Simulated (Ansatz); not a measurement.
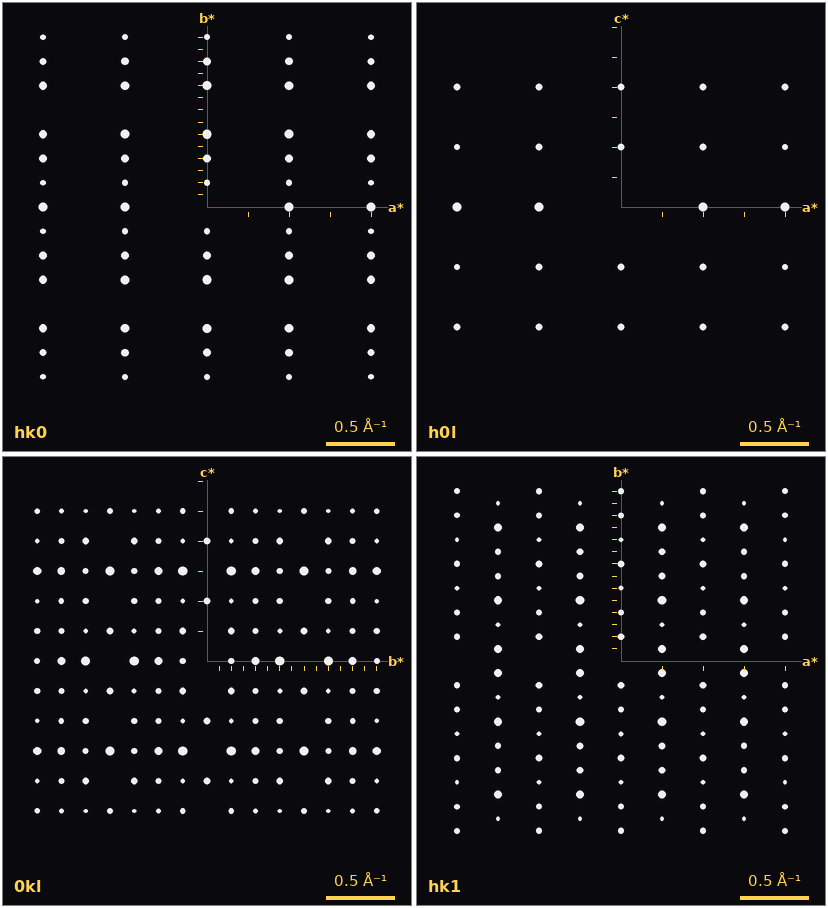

Simulated precession-type sections (neutrons; kinematic intensities, B = 0.5 Å²). The ticks mark integer indices of the conventional cell.

The compound is P. Structure: the input geometry of an electronic-structure calculation (not necessarily at equilibrium).

> Read the reciprocal cell and give the direct cell.

a* = 0.303, b* = 0.090, c* = 0.222 Å⁻¹; the cell is orthorhombic with a = 3.30 Å, b = 11.14 Å, c = 4.51 Å.

> Which reflection conditions do the layers show?

Reflections are present only under these conditions. hkl: h + k = 2n; hk0: h = 2n, k = 2n; h0l: h = 2n, l = 2n; 0kl: k = 2n; h00: h = 2n; 0k0: k = 2n; 00l: l = 2n. The lattice is C-centred (C). A few very weak reflections are below the display threshold.

> Which space groups fit?

The intensities have Laue symmetry mmm (the hk0 layer shows 2mm, hk1 shows 2mm). With these conditions the candidates are C2ce (No. 41), Cmce (No. 64) (symbols for these axes; some are non-standard settings). Diffraction geometry alone does not choose among them; the structure has Cmce.
